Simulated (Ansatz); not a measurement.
# GaGeH₄NO: what the fields show

The calculation's input:

```
crystal:
  periodic: [false, false, false]
  atoms:
    - {symbol: Ga, position_ang: [-0.418159, -0.377703, -1.187806]}
    - {symbol: Ge, position_ang: [1.788090, 0.965743, -2.470797]}
    - {symbol: "N", position_ang: [0.207915, -0.160450, -3.155810]}
    - {symbol: O, position_ang: [1.148733, 0.699837, -0.892651]}
    - {symbol: H, position_ang: [-0.428409, 0.335386, -3.784279]}
    - {symbol: H, position_ang: [0.475499, -1.017009, -3.646159]}
    - {symbol: H, position_ang: [-1.742969, 0.444144, -0.993730]}
    - {symbol: H, position_ang: [-0.194786, -1.871917, -0.756939]}
basis:
  gaussian:
    orbitals: def2-TZVPD
output: {forces: true, orbitals: {seedname: orbitals}}
hamiltonian:
  xc: {name: PBE0}
magnetization:
  spin_polarized: false
```

Launched as:

```sh
ansatz run input.yaml --threads 2 --pin off --max-ram 4350MiB --events-out events.jsonl --progress --plain --runs-dir runs
```

Geometry: PBE0-D3(BJ)/def2-SVP.

Theory: isolated molecule in a Gaussian basis; Kohn-Sham density functional theory, functional PBE0 (Ansatz 0.2.0).

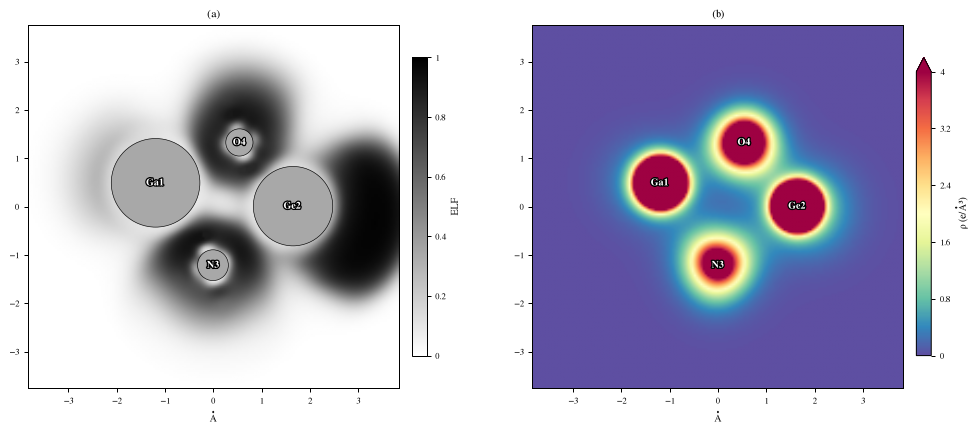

Figure 1. (a) electron localisation function; (b) electron density on the plane of atoms N3, Ga1 and O4. Grey discs cover the atomic cores in the ELF map.

> Interpret the plot.

- The plane passes through Ga, Ge, N and O nuclei.
- Ge–O (1.72 Å): the density is about 1.1 e/Å³ at the midpoint; the ELF peaks at about 0.85 in the valence shell of O, 0.6 Å from its nucleus, and is about 0.35 at the midpoint.
- Ga–O (1.92 Å): ρ is about 0.67 e/Å³ halfway; the ELF peaks at about 0.85 in the valence shell of O, 0.6 Å from its nucleus, and is about 0.25 at the midpoint.
- Ge–N (2.06 Å): the density is about 0.63 e/Å³ at the midpoint; the ELF peaks at about 0.90 in the valence shell of N, 0.6 Å from its nucleus, and is about 0.50 at the midpoint.
- Ga–N (2.08 Å): ρ is about 0.54 e/Å³ halfway; the ELF peaks at about 0.95 in the valence shell of N, 0.7 Å from its nucleus, and is about 0.35 at the midpoint.
- The ELF also peaks beside O4, away from the bonds: lone-pair regions.

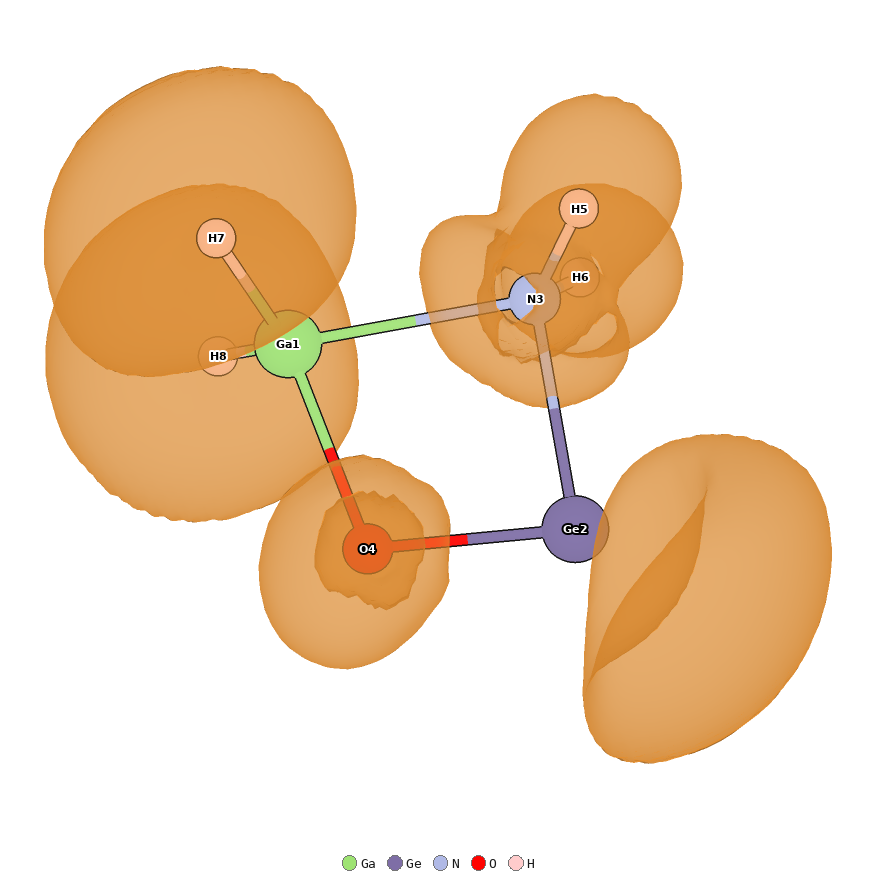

Figure 2. Isosurface of the ELF at 0.75 (orange), seen at a tilt. Core shells and regions of very low density are left out.

> Where are the electrons localised?

The surface consists of two regions around hydrogen nuclei, one lobe on Ge, pointing away from the bonds (lone pairs), one region wrapped around O (its valence shell) and one joined region spread over several atoms (H, N), in which their bonds and any lone pairs are merged.

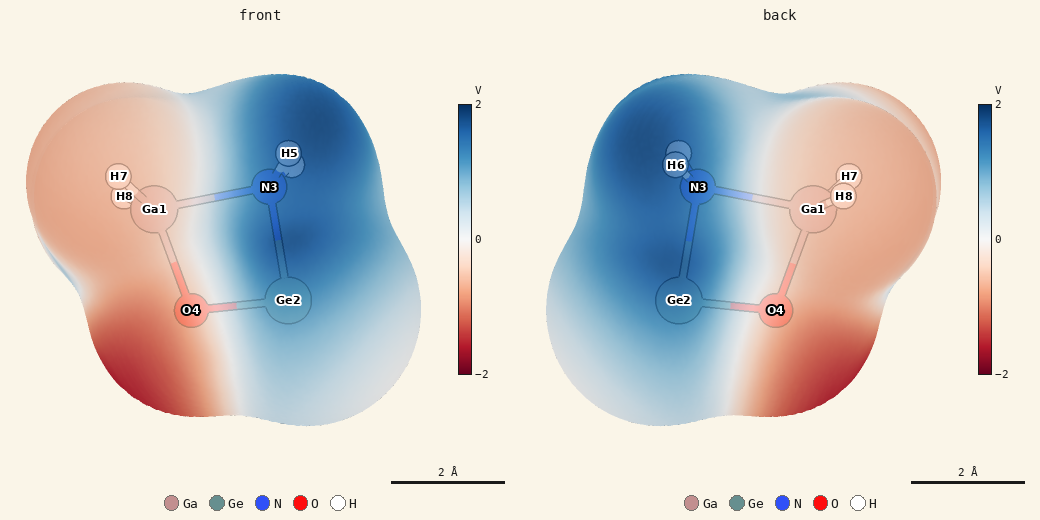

Figure 3. The electrostatic potential painted on the density surface at 0.001 e/bohr³, seen from the front and from behind; the colour scale runs from red (negative) to blue (positive).

> Which sites attract a positive test charge, and which a negative one?

A positive charge is drawn to the negative regions and a negative charge to the positive ones. The most negative region (about −1.6 V, or −37 kcal/mol for a unit charge) lies over O4, the most positive (about +1.8 V, or +42 kcal/mol for a unit charge) over H5 and H6. O4 is the likeliest acceptor of a hydrogen bond.

> How polar is the molecule by this calculation?

Its dipole moment is 4.10 D.
